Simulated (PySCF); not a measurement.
# C$_{3}$H$_{9}$N, SMILES `CN(C)C`: electronic structure

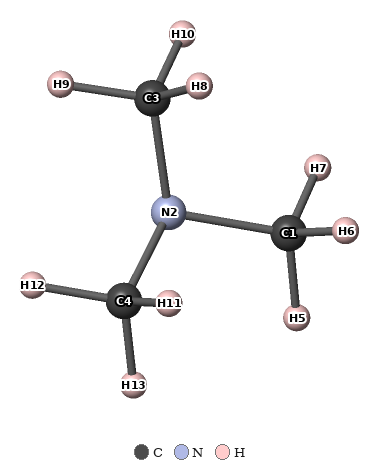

The molecule, with its atoms numbered as below. No frequency check shows the geometry to be a minimum.

Cartesian coordinates (Å):

```
C1      -1.3464    0.3011    0.0625
N2      -0.0001    0.0000   -0.3740
C3       0.4125   -1.3167    0.0625
C4       0.9341    1.0155    0.0625
H5      -1.6405    1.2730   -0.3312
H6      -1.4442    0.3229    1.1603
H7      -2.0264   -0.4532   -0.3311
H8       0.4425   -1.4122    1.1603
H9       1.4058   -1.5283   -0.3313
H10     -0.2822   -2.0573   -0.3312
H11      1.0018    1.0893    1.1603
H12      1.9228    0.7843   -0.3312
H13      0.6207    1.9816   -0.3313
```

### 1. Bonding charge

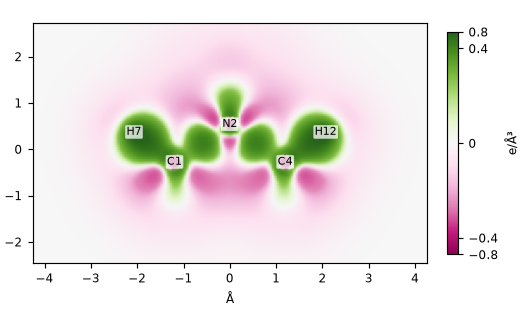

Deformation density (molecule less spherical, spin-averaged free atoms) in the plane of C1, N2, C4, H7 and H12; colour scale in e/Å³, logarithmic beyond ±0.1; green: gain, pink: loss.

Level of theory: PBE0/def2-TZVP (PySCF), at a geometry from GFN2-xTB.

Question: How much density has each bond in this plane gained at its critical point, relative to the free atoms?

Answer: C4–H12 and C1–H7: +0.74 e/Å³ at the bond critical point (bond length 1.09 Å, Mayer order 1.0). C1–N2 and N2–C4: +0.38 e/Å³ at the bond critical point (bond length 1.45 Å, Mayer order 1.0). In all, 2.8 electrons gather in the regions of gain relative to the promolecule.

Question: Where do the Hirshfeld charges lie?

Answer: The highest Hirshfeld charge is on H5, H7, H9, H10, H12 and H13 (+0.04 e), the lowest on N2 (−0.11 e).

```
atom  charge (e)
  C1       −0.08
  N2       −0.11
  C3       −0.08
  C4       −0.08
  H5       +0.04
  H6       +0.03
  H7       +0.04
  H8       +0.03
  H9       +0.04
 H10       +0.04
 H11       +0.03
 H12       +0.04
 H13       +0.04
```

### 2. Local ionisation energy

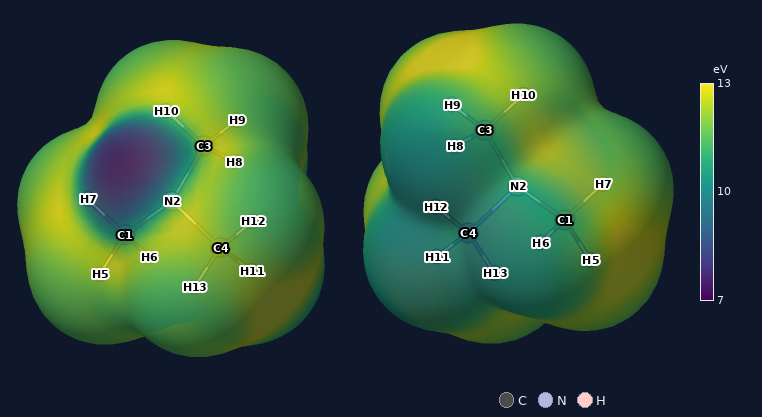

Average local ionisation energy on the surface of electron density 0.001 a.u. (back view left, front view right).

Question: Where are the most loosely bound electrons on this surface?

Answer: The lowest value is 7.5 eV, 2.0 Å from N2. Further minima include 9.7 eV, 1.5 Å from H6, and at like points elsewhere; 11.3 eV, 1.4 Å from H9, and at like points elsewhere. For comparison, the highest occupied orbital lies at −6.1 eV.

Question: What volume does the surface enclose, and what is the dipole moment?

Answer: About 106 Å³; the dipole moment is 0.5 D.

### 3. In an electric field

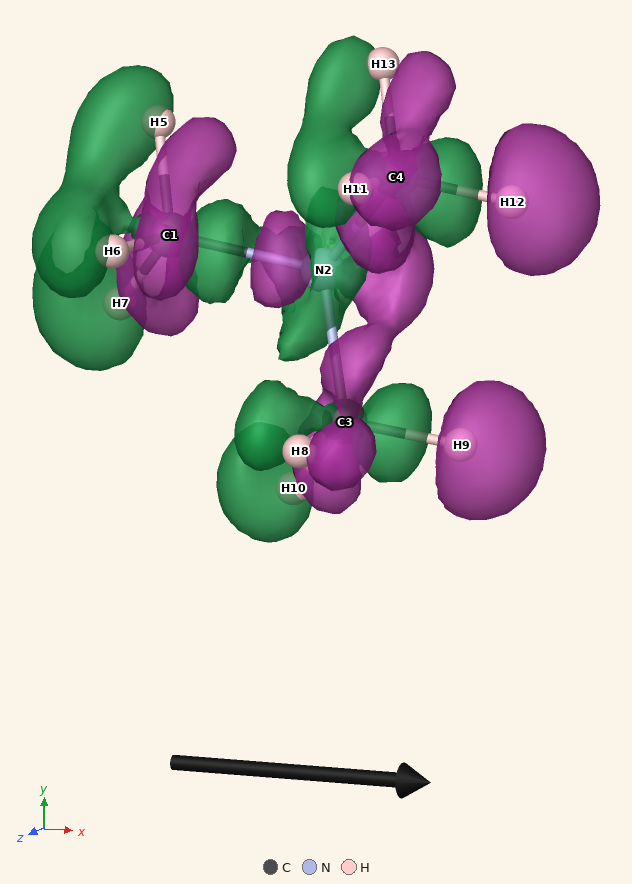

Change of the electron density in a uniform field of 0.21 V/Å along +x (arrow), surfaces at ±0.002 e/Å³ (green: gain, purple: loss).

Computed with PySCF, PBE0/def2-TZVP, geometry: GFN2-xTB. A basis without diffuse functions makes polarisabilities too small.

Question: How large is the response?

Answer: The induced dipole is 0.50 D (along the field); α along this axis, from the fields in both directions, is 50 bohr³ (7.4 Å³).

Question: Which atoms gain and lose the most charge?

Answer: Electrons gather most on H7 (Hirshfeld charge changes by −0.007 e) and leave H9 and H12 alike most (+0.008 e); 0.051 electrons are displaced in all.

### 4. Removing or adding an electron

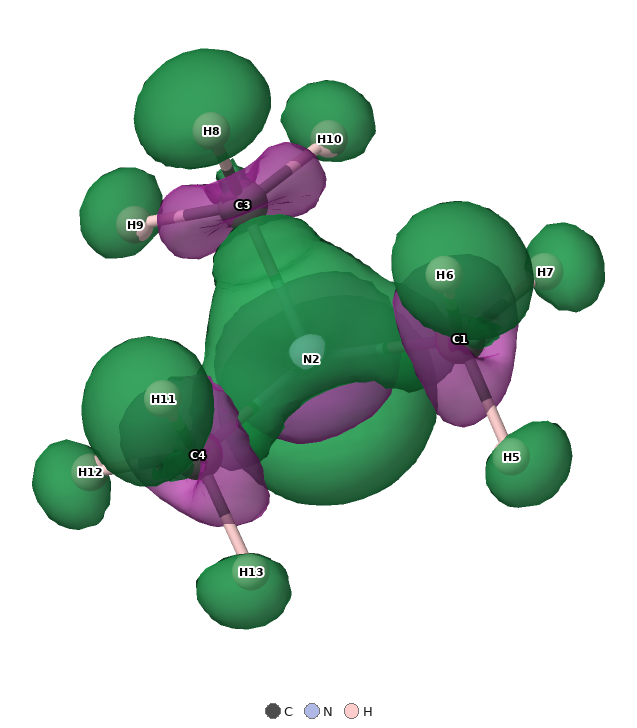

Fukui function f⁻ = ρ(N) − ρ(N−1) at fixed geometry, surfaces at ±0.03 e/Å³ (green positive, purple negative).

Question: Which atoms respond most to the removal of an electron?

Answer: f⁻ (Hirshfeld-condensed) is largest on N2 (0.27); the vertical ionisation energy is 8.28 eV (the stability of the cation's solution wasn't checked). Condensed values hint at sites of electrophilic attack but needn't mark the atom that reacts. Orbital relaxation makes it negative in places (0.26 e in all).
